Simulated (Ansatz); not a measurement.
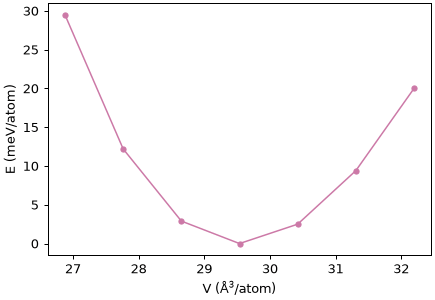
Figure: Tl (hcp (Mg type), space group No. 194) under volume change, PBE+D3(BJ) in the plane-wave PAW code Ansatz, shape and atoms relaxed at each volume.

Q: What does a third-order Birch–Murnaghan fit give for V₀, B₀ and B′?

A: V₀ = 29.54 Å³/atom, B₀ = 32.2 GPa, B′ = 5.5.

Space group P6_3/mmc (hcp (Mg type)). The cell was relaxed with PBE+D3(BJ) under the symmetry of its start. The pairwise dispersion correction was not fitted to metals. Spin–orbit coupling is left out wherever it is not named.

Potentials: the later of the program's two PAW sets.
